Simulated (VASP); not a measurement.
Band structure of ZrAl (relaxed from the zinc blende structure, space group F-43m). Calculation: PBE GGA, VASP's PBE PAW potentials (set 64) (plane waves; VASP).

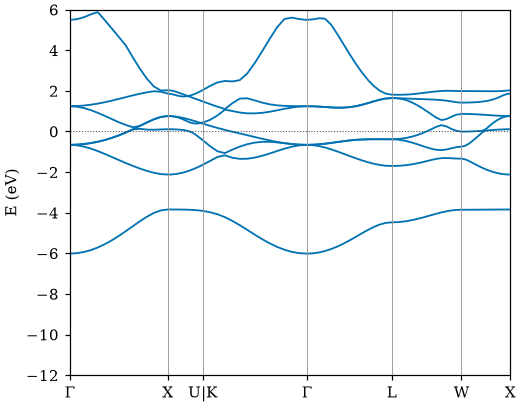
Bands along high-symmetry lines, zero at the valence-band maximum or, without a gap, the Fermi level

**Question.** Read the plot: is there a gap, and where are the band edges?

**Answer.** It has no gap at this level: it comes out as a metal or semimetal. (Edges off the drawn lines would not show.)

The structure was generated: ZrAl was put into the zinc blende type (F-43m), which need not be its known phase. It was relaxed first, which changed the volume by -23 %. The electron count is odd and the run is not spin-polarised, which forces a metal.
